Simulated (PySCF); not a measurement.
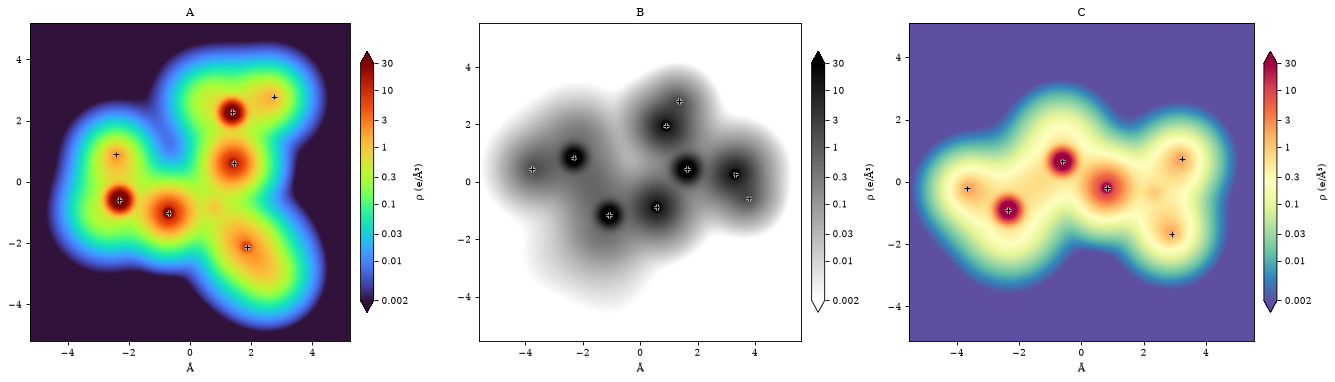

The total electron density of 3 systems, each on a plane through atoms (crosses mark nuclei in the plane).

Level of theory: PySCF, PBE0/pcSseg-1, SCF density, gas phase, non-relativistic.

System 1: H$_{10}$O$_{2}$Si$_{4}$, the plane of atoms Si2, Si1 and O5. Geometry: PBE0-D3(BJ)/def2-SVP.

```xyz
16

Si    0.5384   -0.7994   -0.6433
Si   -0.3393   -0.3393   -2.7630
O     1.2974    0.5646   -0.0940
Si    1.4205    1.8333    0.9647
O    -0.7296   -1.1989    0.3446
Si   -1.4576   -1.0649    1.8288
H     1.5298   -1.9135   -0.6161
H    -1.2631    0.8328   -2.6534
H     0.7531   -0.0014   -3.7275
H    -1.1041   -1.5099   -3.2936
H     1.2939    1.3446    2.3714
H     2.7525    2.4747    0.7799
H     0.3441    2.8338    0.7007
H    -0.6622   -1.7850    2.8678
H    -1.5648    0.3752    2.2146
H    -2.8207   -1.6580    1.7403
```

System 2: CH$_{9}$NO$_{3}$Si$_{4}$, the plane of atoms O6, Si7 and H18. Geometry: PBE0-D3(BJ)/def2-SVP.

```yaml
atoms:
  - { symbol: Si, position_ang: [-1.6871, -2.0217, -0.7811] }
  - { symbol: O, position_ang: [-0.9691, -1.2605, 0.5133] }
  - { symbol: Si, position_ang: [0.0745, -0.1624, 1.1052] }
  - { symbol: O, position_ang: [1.5535, -0.3333, 0.4518] }
  - { symbol: Si, position_ang: [2.5898, -0.2781, -0.8492] }
  - { symbol: O, position_ang: [-0.4907, 1.3523, 0.9225] }
  - { symbol: Si, position_ang: [-1.0406, 2.5733, -0.0652] }
  - { symbol: C, position_ang: [0.2345, -0.4718, 2.9161] }
  - { symbol: N, position_ang: [0.3383, -0.6677, 4.0531] }
  - { symbol: H, position_ang: [-2.8584, -2.7896, -0.2815] }
  - { symbol: H, position_ang: [-2.1329, -0.9960, -1.7712] }
  - { symbol: H, position_ang: [-0.7051, -2.9392, -1.4274] }
  - { symbol: H, position_ang: [3.8050, -1.0680, -0.5160] }
  - { symbol: H, position_ang: [1.9109, -0.8636, -2.0442] }
  - { symbol: H, position_ang: [2.9559, 1.1390, -1.1334] }
  - { symbol: H, position_ang: [-2.4317, 2.2681, -0.5079] }
  - { symbol: H, position_ang: [-1.0133, 3.8464, 0.7028] }
  - { symbol: H, position_ang: [-0.1527, 2.6783, -1.2619] }
```

System 3: AlH$_{11}$O$_{3}$Si$_{4}$ (SMILES [OH][Al]([OH])[O][Si]([SiH3])([SiH3])[SiH3]), the plane of atoms O5, Al6 and O7. Geometry: PBE0-D3(BJ)/def2-SVP.

```xyz
19

Si    0.6881   -1.6859   -1.2582
Si    0.1220    0.4214   -0.3668
Si   -1.3692    1.4666   -1.8495
Si    2.0812    1.7101   -0.2365
O    -0.5740    0.3093    1.1486
Al   -0.9729   -0.9004    2.2712
O    -1.6366   -0.5603    3.7873
O    -0.6559   -2.4866    1.7772
H    -0.5190   -2.5468   -1.4428
H     1.6942   -2.3911   -0.4074
H     1.3017   -1.4377   -2.6039
H    -0.7262    1.5866   -3.1962
H    -2.6272    0.6664   -1.9905
H    -1.7342    2.8363   -1.3687
H     1.7855    3.0936    0.2525
H     3.0629    1.0790    0.7029
H     2.7126    1.8043   -1.5908
H    -1.8364    0.3168    4.1171
H    -0.8174   -3.2839    2.2825
```

### Match each panel to its system.

Panel A is system 2, CH$_{9}$NO$_{3}$Si$_{4}$: the plane holds O, Si, C and H. Panel B is system 3, AlH$_{11}$O$_{3}$Si$_{4}$: the plane holds Si, O, Al and H. Si–O (1.67 Å): ρ is about 1 e/Å³ halfway. Panel C is system 1, H$_{10}$O$_{2}$Si$_{4}$: the plane holds Si, O and H. Si–O (1.66 Å): the density is about 1.1 e/Å³ at the midpoint.
